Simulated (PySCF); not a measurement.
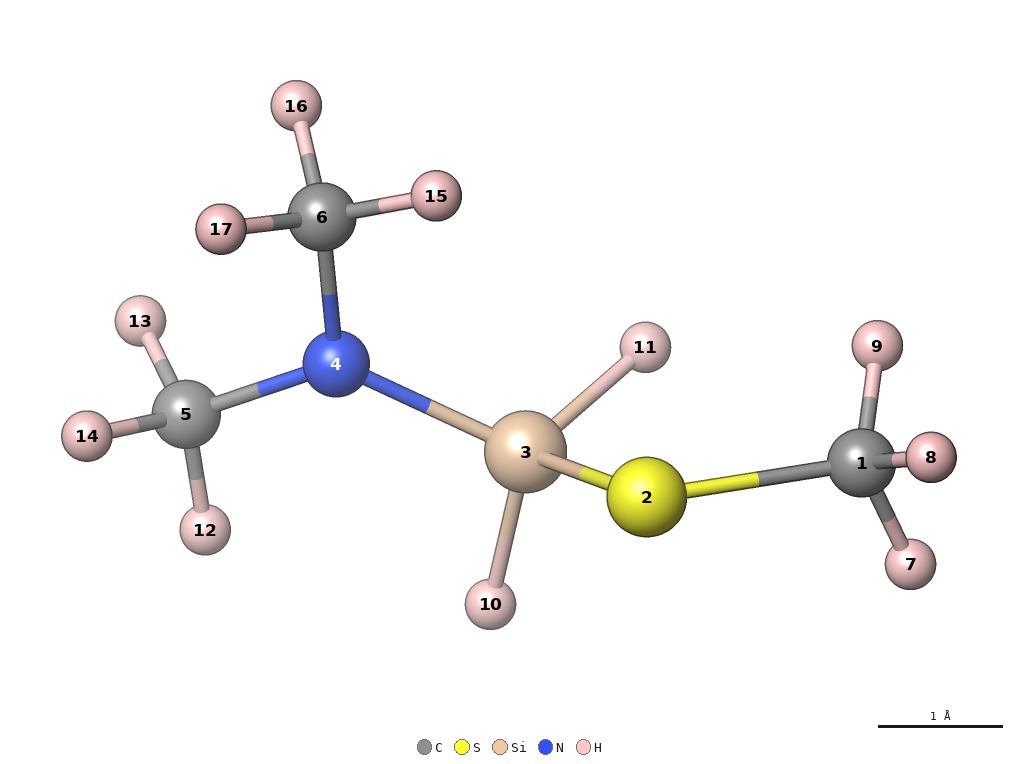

Orthographic view. Distant atoms are faded towards the background colour. Computed geometry: PBE0-D3(BJ)/def2-SVP optimisation. No frequency run is at hand to confirm it as a minimum.

Write a MOL file (V2000) with the atoms in numerical order, bonds sorted by atom number with the orders drawn, and coordinates in the frame of the picture: x right, y up, z towards the viewer, origin at the mean position.

```
C3H11NSSi
                    3D

 17 16  0  0  0  0  0  0  0  0999 V2000
    3.1200   -0.6300    0.8700 C   0  0  0  0  0  0  0  0  0  0  0  0
    1.3700   -0.9100    1.3200 S   0  0  0  0  0  0  0  0  0  0  0  0
    0.3900   -0.5400   -0.5600 Si  0  0  0  0  0  4  0  0  0  0  0  0
   -1.1500    0.1700   -0.2400 N   0  0  0  0  0  0  0  0  0  0  0  0
   -2.3600   -0.2400   -0.8900 C   0  0  0  0  0  0  0  0  0  0  0  0
   -1.2600    1.3600    0.5700 C   0  0  0  0  0  0  0  0  0  0  0  0
    3.5100   -1.4600    0.2600 H   0  0  0  0  0  0  0  0  0  0  0  0
    3.6800   -0.5900    1.8100 H   0  0  0  0  0  0  0  0  0  0  0  0
    3.2400    0.3200    0.3300 H   0  0  0  0  0  0  0  0  0  0  0  0
    0.1000   -1.7800   -1.3400 H   0  0  0  0  0  0  0  0  0  0  0  0
    1.3600    0.3100   -1.3300 H   0  0  0  0  0  0  0  0  0  0  0  0
   -2.2100   -1.1800   -1.4400 H   0  0  0  0  0  0  0  0  0  0  0  0
   -2.7400    0.5200   -1.6000 H   0  0  0  0  0  0  0  0  0  0  0  0
   -3.1700   -0.4200   -0.1500 H   0  0  0  0  0  0  0  0  0  0  0  0
   -0.3400    1.5300    1.1400 H   0  0  0  0  0  0  0  0  0  0  0  0
   -1.4700    2.2700   -0.0400 H   0  0  0  0  0  0  0  0  0  0  0  0
   -2.0800    1.2600    1.3100 H   0  0  0  0  0  0  0  0  0  0  0  0
  1  2  1  0
  1  7  1  0
  1  8  1  0
  1  9  1  0
  2  3  1  0
  3  4  1  0
  3 10  1  0
  3 11  1  0
  4  5  1  0
  4  6  1  0
  5 12  1  0
  5 13  1  0
  5 14  1  0
  6 15  1  0
  6 16  1  0
  6 17  1  0
M  END
```
